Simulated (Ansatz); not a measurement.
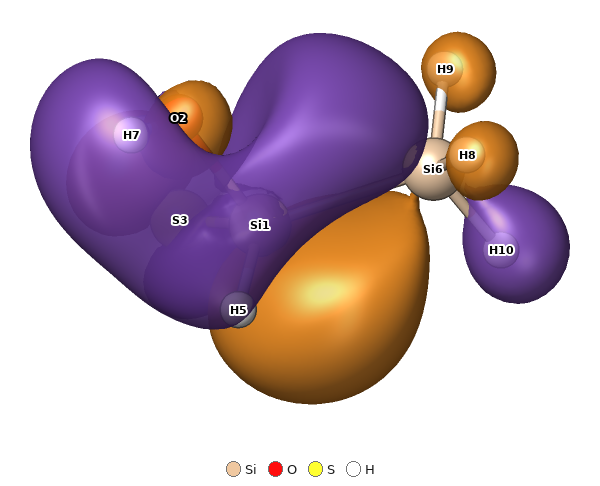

Figure 1: H₆OSSi₂. The LUMO at ±0.08 Å⁻³ᐟ² (orange and purple are the two phases), seen from one side.

A transition-state structure; geometry: PBE0-D4/def2-TZVP.

The calculation used RKS PBE0-D4/def2-TZVPP in Ansatz.

```xyz
10

Si   -0.3207   -0.0682   -0.7089
O     1.3145    0.7064   -0.9641
S     0.3109   -1.6736   -1.7964
H     1.4096   -0.2781   -1.5768
H    -1.2438    0.9364   -1.3147
Si   -0.6428   -0.2462    1.6017
H     1.3348    1.4990   -1.5168
H    -0.7634    1.0995    2.2281
H     0.5022   -0.9751    2.2032
H    -1.9013   -1.0001    1.8448
```

Q: What is the character of this orbital?

A: By Hirshfeld shares it lies mainly on Si1 (about 40 %), Si6 (about 20 %), S3 (about 10 %), H7 (about 10 %) and O2 (about 10 %). Its energy is −1.02 eV.
